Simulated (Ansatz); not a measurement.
The end point of a relaxation of SiC. Space group P6₃mc (No. 186), AFLOW prototype AB_hP12_186_a2b_a2b (B6, as in SiC). These are PBE (plane waves to 420 eV, PAW, scalar-relativistic; Ansatz, an electronic-structure program) values and carry that method's errors.

```cif
data_C6Si6
_chemical_formula_sum 'Si6 C6'
_space_group_name_H-M_alt 'P63mc'
_space_group_IT_number 186
_space_group_name_Hall 'P 6c -2c'
_cell_length_a 3.09495
_cell_length_b 3.09495
_cell_length_c 15.18719
_cell_angle_alpha 90.000
_cell_angle_beta 90.000
_cell_angle_gamma 120.000
loop_
_atom_site_label
_atom_site_type_symbol
_atom_site_symmetry_multiplicity
_atom_site_Wyckoff_symbol
_atom_site_fract_x
_atom_site_fract_y
_atom_site_fract_z
_atom_site_occupancy
Si1 Si 2 a 0.00000 0.00000 0.49982 1
Si2 Si 2 b 0.33333 0.66667 0.33309 1
Si3 Si 2 b 0.66667 0.33333 0.16660 1
C1 C 2 a 0.00000 0.00000 0.37447 1
C2 C 2 b 0.33333 0.66667 0.20810 1
C3 C 2 b 0.66667 0.33333 0.04161 1
```

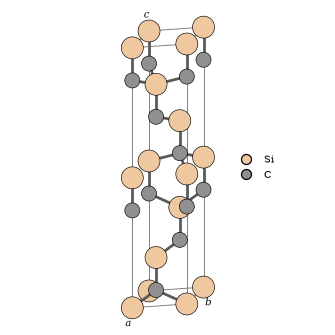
*The conventional cell of the relaxed structure*

- Volume per atom = 10.50 Å³
- Band gap = 2.03 eV, indirect (valence top at Γ, conduction bottom at M) (no spin-orbit coupling)
- Smallest direct gap = 3.13 eV at M
- Shortest distances = C–Si 1.89 Å; C–C 3.09 Å; Si–Si 3.09 Å
- k-mesh = 10×10×2

Band energies at high-symmetry points (eV from the VBM; labels of this space group; no spin-orbit coupling), from −5 eV up to 6.8 eV:

```json
[
 {"point": "Γ", "energies": "-2.42 -2.39 -1.14 -1.14 -0.95 -0.95 -0.85 -0.85 -0.38 -0.38 -0.30 -0.30 -0.04 0.00 0.00 5.05 5.22 5.62 6.12 6.13 6.53 6.84 6.84"},
 {"point": "M", "energies": "-4.57 -4.39 -3.20 -3.04 -2.90 -2.81 -2.78 -2.24 -1.80 -1.77 -1.65 -1.10 2.03 2.21 3.19 3.86 4.55 4.60 5.44 5.46 6.47 6.84"},
 {"point": "K", "energies": "-4.72 -4.51 -4.51 -3.32 -3.32 -3.12 -2.19 -2.05 -2.05 3.48 3.48 3.75 5.05 6.16 6.16 6.55 6.55"},
 {"point": "A", "energies": "-4.31 -4.31 -1.08 -1.08 -1.08 -1.08 -0.76 -0.76 -0.63 -0.63 -0.63 -0.63 -0.10 -0.10 -0.10 -0.10 5.11 5.11 5.85 5.85 6.48 6.48"},
 {"point": "L", "energies": "-4.15 -4.15 -3.44 -3.44 -3.10 -3.10 -2.33 -2.33 -1.70 -1.70 -1.30 -1.30 2.07 2.07 3.41 3.41 4.75 4.75 5.45 5.45 6.72 6.72"},
 {"point": "H", "energies": "-4.78 -4.78 -3.02 -3.02 -2.61 -2.61 -2.24 -2.24 3.67 3.67 4.32 4.32 5.42 5.42"}
]
```

No spin polarisation in the result.

The run could not lose the symmetry of its start.

The first start was generated by placing the elements on the sites of a structure type. A measured structure of SiC has the same space group, P6₃mc (No. 186); the sites were not compared with it.
